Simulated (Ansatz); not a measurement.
# SiF3 radical: a few dozen steps of dynamics

Aim: follow SiF3 radical for 20 steps with a Nosé-Hoover thermostat (1000 K) and see how far bonds stretch and how energy moves between motion and potential.

Method: PBE/def2-SVP with D3(BJ) with three-body dispersion; program: Ansatz 0.2.0, Gaussian basis.

## 1. The relaxed structure

The structure was relaxed beforehand with PBE0-D4 in a triple-zeta def2 set.

4 atoms, charge 0, spin multiplicity 2.

Atoms are counted from 1 here; the program's logs count them from 0.

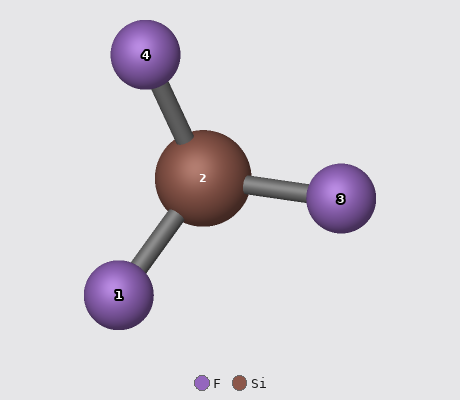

The geometry (fluorine purple, silicon brown); atoms are numbered from 1 in the order of the file.

## 2. The run

File in.yaml:

```yaml
crystal:
  periodic: [false, false, false]
  atoms:
    - {symbol: F, position_ang: [0.784933, -0.506983, 1.151652]}
    - {symbol: Si, position_ang: [-0.282894, 0.213092, 0.234354]}
    - {symbol: F, position_ang: [-0.994278, -0.892283, -0.644400]}
    - {symbol: F, position_ang: [0.492239, 1.186174, -0.741606]}
basis:
  gaussian: {orbitals: def2-SVP}
magnetization: {spin_polarized: true, initial_magnetization: 1}
hamiltonian: {xc: {name: PBE}, dispersion: d3bjatm}
md: {timestep: 2 fs, n_steps: 20, ensemble: nvt_nose_hoover, temperature: 1000, initial_velocities: maxwell_boltzmann, seed: 543}
```

The run is started by

```console
> ansatz run in.yaml --threads 4 --pin off --events-out ev --progress --plain --max-ram 10444MiB
```

What it wrote, cut to the lines that bear on the results:

```text
Functional definition: PBE
  name "PBE"
  cite "Perdew, Burke & Ernzerhof, Phys. Rev. Lett. 77, 3865 (1996) doi:10.1103/PhysRevLett.77.3865"
  parent pbe
[...]
640 factors; their error is unknown
[...]
mean field -16010.60696595 eV, -588.3789536193 hartree, gradient 4.7e-5 eV, S^2 0.751060; 0 other end points of the search recorded, 0 dependent functions left out
[...]
reference -16010.60699354 eV, -588.3789546336 hartree; 21, 20 occupied and 39, 40 virtual orbitals, 640 factors
md step     0: t =     0.00 fs  T =  1000.0 K  F+E_penalty+E_count = -16010.65383370 eV  E_kin = 0.258520 eV  conserved = -16010.39531370 eV  (22 SCF iters)
[...]
md step     5: t =    10.00 fs  T =   761.0 K  F+E_penalty+E_count = -16010.59140656 eV  E_kin = 0.196732 eV  conserved = -16010.39489203 eV  (25 SCF iters)
[...]
md step    10: t =    20.00 fs  T =   257.6 K  F+E_penalty+E_count = -16010.45839382 eV  E_kin = 0.066605 eV  conserved = -16010.39281134 eV  (25 SCF iters)
[...]
md step    15: t =    30.00 fs  T =   810.6 K  F+E_penalty+E_count = -16010.60037782 eV  E_kin = 0.209558 eV  conserved = -16010.39418739 eV  (26 SCF iters)
[...]
md step    19: t =    38.00 fs  T =  1075.9 K  F+E_penalty+E_count = -16010.66485978 eV  E_kin = 0.278149 eV  conserved = -16010.39549100 eV  (24 SCF iters)
[...]
md step    20: t =    40.00 fs  T =   920.3 K  F+E_penalty+E_count = -16010.62164885 eV  E_kin = 0.237920 eV  conserved = -16010.39375990 eV  (25 SCF iters)
Total energy: -16010.62167658 eV, -588.3794942250 hartree
Atom 0 at     0.780834    -0.503549     1.154560 Å, force     1.867052    -1.257941     1.523211 eV/Å
Atom 1 at    -0.275209     0.190892     0.244773 Å, force    -1.231594     2.465661    -0.196740 eV/Å
Atom 2 at    -0.997041    -0.884038    -0.649477 Å, force    -0.878038    -1.443784    -1.107755 eV/Å
Atom 3 at     0.487741     1.207313    -0.754840 Å, force     0.242580     0.236065    -0.218715 eV/Å
Dipole moment:    -0.127137     0.051557     0.143702 e Å
```

Wall time 10 s (4 threads of Arm Neoverse V1, shared host).

## 3. Frames and traces

Step by step, with energies from the first frame:

| time (fs) | T (K) | potential (meV) | conserved (meV) | F1–Si2 (Å) |
| --- | --- | --- | --- | --- |
| 0.0 | 1000 | 0.0 | 0.00 | 1.581 |
| 2.0 | 938 | 16.8 | 0.67 | 1.566 |
| 4.0 | 857 | 38.6 | 1.54 | 1.558 |
| 6.0 | 801 | 53.2 | 1.73 | 1.559 |
| 8.0 | 780 | 58.2 | 1.14 | 1.569 |
| 10.0 | 761 | 62.4 | 0.42 | 1.586 |
| 12.0 | 705 | 76.8 | 0.23 | 1.608 |
| 14.0 | 598 | 105.2 | 0.68 | 1.632 |
| 16.0 | 460 | 141.7 | 1.46 | 1.656 |
| 18.0 | 334 | 175.2 | 2.15 | 1.677 |
| 20.0 | 258 | 195.4 | 2.50 | 1.693 |
| 22.0 | 253 | 196.8 | 2.48 | 1.703 |
| 24.0 | 321 | 179.3 | 2.21 | 1.706 |
| 26.0 | 448 | 146.3 | 1.89 | 1.702 |
| 28.0 | 618 | 102.8 | 1.58 | 1.691 |
| 30.0 | 811 | 53.5 | 1.13 | 1.673 |
| 32.0 | 997 | 5.7 | 0.34 | 1.651 |
| 34.0 | 1130 | -28.4 | -0.59 | 1.625 |
| 36.0 | 1162 | -35.5 | -0.97 | 1.599 |
| 38.0 | 1076 | -11.0 | -0.18 | 1.575 |
| 40.0 | 920 | 32.2 | 1.55 | 1.557 |

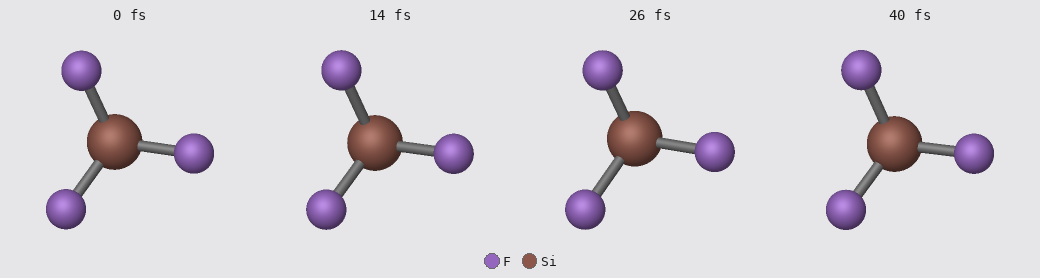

Four frames; sticks are those of the first frame.

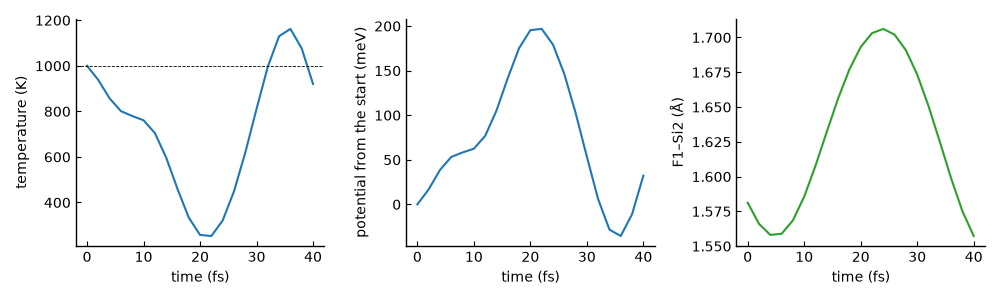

Temperature (the set value dashed), potential energy and the bond that swings most.

Positions (Å) and forces (eV/Å) at 40.0 fs:

```xyz
4

F     0.781   -0.504    1.155    1.867   -1.258    1.523
Si   -0.275    0.191    0.245   -1.232    2.466   -0.197
F    -0.997   -0.884   -0.649   -0.878   -1.444   -1.108
F     0.488    1.207   -0.755    0.243    0.236   -0.219
```

## 4. Outcome

| quantity | value |
| --- | --- |
| length | 20 steps of 2.0 fs |
| temperature, first and last frame | 1000, 920 K |
| temperature, second half | mean 727 K, from 253 to 1162 K |
| swing of the potential | 232 meV |
| largest change of the conserved energy | 2.50 meV |
| range of F1–Si2 | 1.557 to 1.706 Å |

The temperature starts at 1000 K and ranges from 253 to 1162 K; in so small a system it swings widely. The conserved energy moves by 2.50 meV, 1.1 % of the potential's swing, so the step is short enough for this stretch. F1–Si2 swings most, by 0.15 Å; no bond breaks. A run of 40 fs gives no averages.
